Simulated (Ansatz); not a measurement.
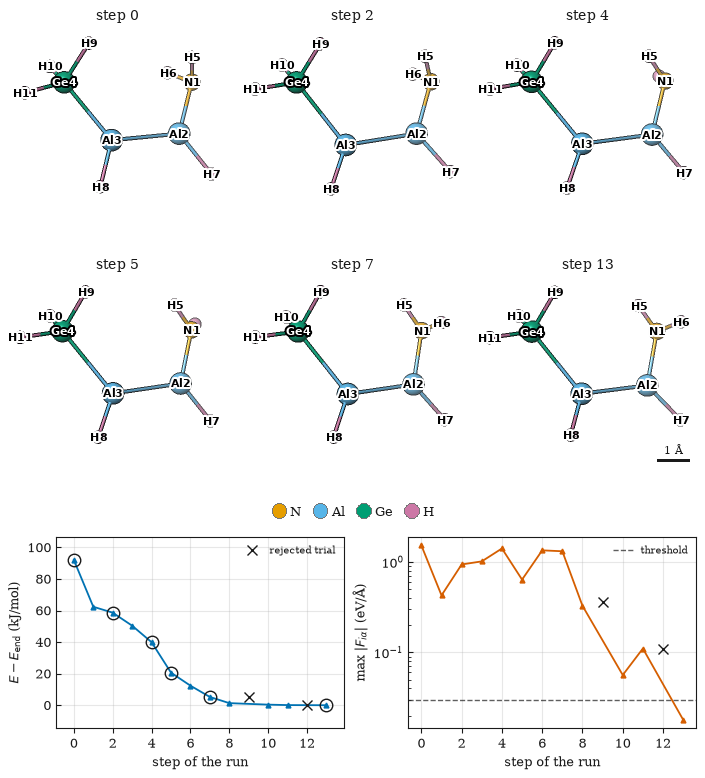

Frames of a relaxation of Al2GeNH7 (coarse preliminary run), marked on the history of the run. Style: ball-and-stick. Shown at a tilt.

The start comes from a force field.

These are results of RKS PBE-D4/def2-SVP (Ansatz 0.2.0), not measurements. Set-up: force threshold 0.03 eV/Å; at most 200 steps.

Question: Describe the path.

Answer: H6 moves most after the best rigid fit: 1.38 Å. Largest moves by element: H 1.38 Å, N 0.21 Å, Al 0.20 Å, Ge 0.13 Å. Near-neighbour distances that change, for instance: Al3–Ge4 2.347 → 2.499 Å, Al2–Al3 2.484 → 2.592 Å, Ge4–H9 1.631 → 1.563 Å, N1–Al2 1.844 → 1.795 Å. Among the angles between lasting bonds that change: Al2–N1–H5 109.6° → 125.1°, Al2–N1–H6 111.4° → 125.4°, Al3–Al2–H7 120.9° → 131.1°. The energy falls by 92.0 kJ/mol in 11 accepted moves (13 points after the start). Largest force component: 1.5 eV/Å at the start, 0.018 eV/Å at the end. The line search rejected the trial steps at points 9, 12 of the run. From step 0 to 2: H6 moves most (0.38 Å), energy −33.4 kJ/mol. From step 2 to 4: H6 moves most (0.37 Å), energy −18.7 kJ/mol. From step 4 to 5: H6 moves most (0.20 Å), energy −19.3 kJ/mol. From step 5 to 7: H6 moves most (0.39 Å), energy −15.4 kJ/mol. From step 7 to 13: H6 moves most (0.22 Å), energy −5.24 kJ/mol.

```csv
step,"E − E(0), kJ/mol","largest force component, eV/Å",note
0,0.00,1.5266,
1,-29.63,0.4281,
2,-33.38,0.9408,
3,-41.63,1.0178,
4,-52.08,1.4136,
5,-71.39,0.6395,
6,-79.62,1.3481,
7,-86.77,1.3168,
8,-90.68,0.3281,
9,-87.03,0.3656,rejected
10,-91.64,0.0562,
11,-91.92,0.1104,
12,-91.91,0.1097,rejected
13,-92.02,0.0180,
```
